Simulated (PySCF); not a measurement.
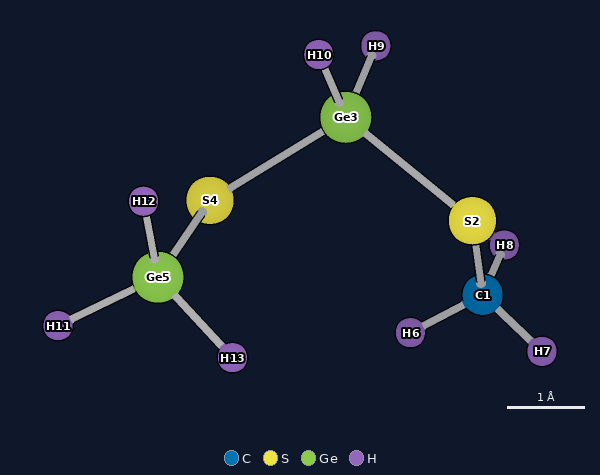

**Figure 1.** The structure (ball-and-stick view, seen at a tilt; atoms are numbered from 1 in the order of the input). Sticks mark near contacts.

## CH8Ge2S2: excited-state calculation

- system: CH8Ge2S2, SMILES C[S][GeH2][S][GeH3]
- method: TDDFT B97-D/STO-3G, vertical, gas phase, core orbitals frozen in the response (PySCF 2.14.0)

Some settings of this run were made unusual or wrong on purpose. The geometry comes from this level: GFN2-xTB.

## Log
```
damping 2.00 in the first 6 cycles
final grid: 103752 points
cycle   1  E = -4938.1689055997  dE = -4.787e+00  |g| = 5.532e-01  |ddm| = 4.363e+00
cycle   2  E = -4933.4645386395  dE =  4.704e+00  |g| = 2.772e+00  |ddm| = 6.036e+00
cycle   3  E = -4908.8148574915  dE =  2.465e+01  |g| = 2.056e+00  |ddm| = 1.067e+01
cycle   4  E = -4900.4976423667  dE =  8.317e+00  |g| = 2.065e+00  |ddm| = 6.457e+00
cycle   5  E = -4846.3283800669  dE =  5.417e+01  |g| = 6.158e+00  |ddm| = 5.731e+00
cycle   6  E = -4834.3180683731  dE =  1.201e+01  |g| = 8.176e+00  |ddm| = 1.888e+01
cycle   7  E = -4905.2156576754  dE = -7.090e+01  |g| = 2.692e+00  |ddm| = 1.946e+01
cycle   8  E = -4847.8537227795  dE =  5.736e+01  |g| = 1.275e+01  |ddm| = 1.928e+01
cycle   9  E = -4856.1780220881  dE = -8.324e+00  |g| = 1.346e+01  |ddm| = 1.416e+00
cycle  10  E = -4855.2161807486  dE =  9.618e-01  |g| = 1.358e+01  |ddm| = 2.442e-01
cycle  11  E = -4865.3160335004  dE = -1.010e+01  |g| = 1.067e+01  |ddm| = 2.437e+00
cycle  12  E = -4862.3662742112  dE =  2.950e+00  |g| = 1.208e+01  |ddm| = 2.398e+00
cycle  13  E = -4860.7805195968  dE =  1.586e+00  |g| = 1.267e+01  |ddm| = 5.939e-01
cycle  14  E = -4866.0118330898  dE = -5.231e+00  |g| = 1.105e+01  |ddm| = 1.282e+00
cycle  15  E = -4829.9157969359  dE =  3.610e+01  |g| = 6.676e+00  |ddm| = 5.116e+00
cycle  16  E = -4898.6151457024  dE = -6.870e+01  |g| = 5.034e+00  |ddm| = 1.879e+01
cycle  17  E = -4928.5252765042  dE = -2.991e+01  |g| = 3.556e+00  |ddm| = 1.531e+01
cycle  18  E = -4925.4242791426  dE =  3.101e+00  |g| = 2.910e+00  |ddm| = 1.189e+01
cycle  19  E = -4935.0747940976  dE = -9.651e+00  |g| = 1.694e+00  |ddm| = 1.127e+01
cycle  20  E = -4938.2363907970  dE = -3.162e+00  |g| = 3.660e-01  |ddm| = 5.634e+00
cycle  21  E = -4938.2852100495  dE = -4.882e-02  |g| = 2.052e-01  |ddm| = 1.145e+00
cycle  22  E = -4938.2989743637  dE = -1.376e-02  |g| = 1.349e-01  |ddm| = 4.354e-01
cycle  23  E = -4938.3004295730  dE = -1.455e-03  |g| = 1.056e-01  |ddm| = 2.224e-01
cycle  24  E = -4938.3050091136  dE = -4.580e-03  |g| = 6.357e-02  |ddm| = 1.795e-01
cycle  25  E = -4938.3063357189  dE = -1.327e-03  |g| = 3.833e-02  |ddm| = 9.341e-02
cycle  26  E = -4938.3071355387  dE = -7.998e-04  |g| = 8.894e-03  |ddm| = 1.018e-01
cycle  27  E = -4938.3071792139  dE = -4.368e-05  |g| = 1.550e-03  |ddm| = 2.439e-02
cycle  28  E = -4938.3071804632  dE = -1.249e-06  |g| = 1.136e-04  |ddm| = 4.168e-03
cycle  29  E = -4938.3071804706  dE = -7.381e-09  |g| = 2.403e-05  |ddm| = 3.944e-04
cycle  30  E = -4938.3071804710  dE = -4.038e-10  |g| = 4.029e-06  |ddm| = 7.500e-05
converged SCF energy = -4938.3071804710

Static polarisability (au): isotropic 49.798, principal 42.543 45.722 61.127

Singlet excitations
state   eV       nm        f      main configurations
  1   5.7299    216.4   0.00749   H->L 0.93
  2   6.0453    205.1   0.02991   H-1->L 0.92
  3   6.4648    191.8   0.00037   H->L+1 0.93
  4   6.7865    182.7   0.00824   H-1->L+1 0.93
  5   7.1800    172.7   0.00113   H-1->L+2 0.41, H-2->L 0.40, H->L+2 0.16
  6   7.2650    170.7   0.00544   H-1->L+2 0.50, H-2->L 0.30
  7   7.3197    169.4   0.00107   H-3->L 0.68, H->L+2 0.15, H-4->L 0.10
  8   7.4208    167.1   0.00077   H-5->L 0.52, H-4->L 0.42
  9   7.4589    166.2   0.03062   H->L+2 0.37, H-3->L 0.23, H-2->L 0.12
 10   7.4672    166.0   0.00278   H-4->L 0.40, H-5->L 0.38, H->L+2 0.09
 11   7.5092    165.1   0.00111   H-6->L 0.94
 12   7.6168    162.8   0.00355   H-7->L 0.76, H-1->L+3 0.16
 13   7.6729    161.6   0.01465   H-1->L+3 0.41, H-9->L 0.30, H-7->L 0.12
 14   7.6945    161.1   0.00007   H-8->L 0.97
 15   7.7347    160.3   0.01351   H-9->L 0.67, H-1->L+3 0.15
 16   7.7844    159.3   0.00875   H->L+3 0.58, H-10->L 0.25
 17   7.7955    159.0   0.00138   H-10->L 0.69, H->L+3 0.24
 18   8.0432    154.1   0.00460   H-11->L 0.93
 19   8.0822    153.4   0.03043   H-2->L+1 0.85
 20   8.2021    151.2   0.00272   H-3->L+1 0.89
 21   8.2434    150.4   0.00313   H-4->L+1 0.93
 22   8.3050    149.3   0.00275   H-5->L+1 0.90
 23   8.3644    148.2   0.00008   H-6->L+1 0.92
 24   8.4993    145.9   0.00323   H-7->L+1 0.83
 25   8.6060    144.1   0.00044   H-9->L+1 0.88

Triplet excitations (Tamm-Dancoff, eV): 5.2728 5.2893 6.1504 6.2564 6.7143
```

The run was set up as follows.

## Input
```
{"job": {"kind": "uv", "xc": "B97-D", "basis": "STO-3G", "nstates": 25, "ntriplets": 5, "tda": false, "scf": {"damp": 2.0, "max_cycle": 57}}, "charge": 0, "multiplicity": 1}
C     -2.253166    -0.696225    -0.828147
S     -1.519720     0.937618    -1.192301
Ge    -0.256884     1.170152     0.607723
S      1.053596    -0.595973     0.990880
Ge     2.434976    -0.398629    -0.715840
H     -1.467400    -1.439725    -0.717444
H     -2.880993    -0.942705    -1.677348
H     -2.853860    -0.638723     0.075160
H     -1.086563     1.279159     1.876441
H      0.550451     2.440900     0.429763
H      3.491534    -1.431138    -0.482570
H      3.042890     0.974707    -0.754937
H      1.740749    -0.658932    -2.022066
```

The first line tells a small driver script what to run in PySCF; the rest is the geometry in Å.

Launch command:
```bash
OMP_NUM_THREADS=1 python <driver script> task.json out
```

## What the run reported

```json
{"quantity": "outcome", "value": "converged"}
{"quantity": "total energy", "value": "−4938.307180 hartree"}
{"quantity": "HOMO", "value": "−2.03 eV"}
{"quantity": "LUMO", "value": "3.47 eV"}
{"quantity": "dipole moment", "value": "0.11 D"}
{"quantity": "mean polarisability", "value": "49.80 a.u."}
{"quantity": "lowest singlet excitation", "value": "5.73 eV"}
{"quantity": "hardware", "value": "1 CPU thread, shared host"}
{"quantity": "wall time", "value": "39 s"}
{"quantity": "peak memory", "value": "0.33 GiB"}
```

## Diagnosis

Some settings of this run were drawn to be unusual or wrong. It converged; results that depend on the unusual settings are not reference values. Spin–orbit coupling is left out, which matters for the heavy atoms.
